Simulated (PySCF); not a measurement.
C9H11, SMILES [CH2]c1cc(C)cc(C)c1, doublet at its GFN2-xTB optimised geometry (Å):

```
20

C      1.8340     2.3215     0.0000
C      1.1186     1.1431     0.0012
C      1.7730    -0.1196     0.0020
C      1.0621    -1.2960     0.0048
C      1.7562    -2.6258     0.0174
C     -0.3340    -1.2491     0.0066
C     -1.0195    -0.0317     0.0043
C     -2.5196    -0.0310     0.0082
C     -0.3038     1.1415     0.0016
H      2.9090     2.3215     0.0000
H      1.3380     3.2752     0.0000
H      2.8535    -0.1370    -0.0001
H      1.6052    -3.1181     0.9780
H      2.8245    -2.5093    -0.1453
H      1.3516    -3.2752    -0.7570
H     -0.8952    -2.1726     0.0089
H     -2.8944    -0.4951     0.9198
H     -2.9090     0.9820    -0.0502
H     -2.9016    -0.6015    -0.8372
H     -0.8173     2.0923    -0.0009
```

Computed with unrestricted PBE0/def2-SVP (PySCF 2.14.0).

Map of the HOMO−1 amplitude (α) (bohr^(-3/2)) on the plane z = 1.0 Å; orbital energy -7.08 eV, overall sign arbitrary:

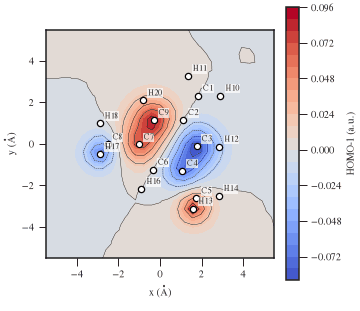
Figure: HOMO−1 amplitude (α) (bohr^(-3/2)) on the plane z = 1.0 Å.
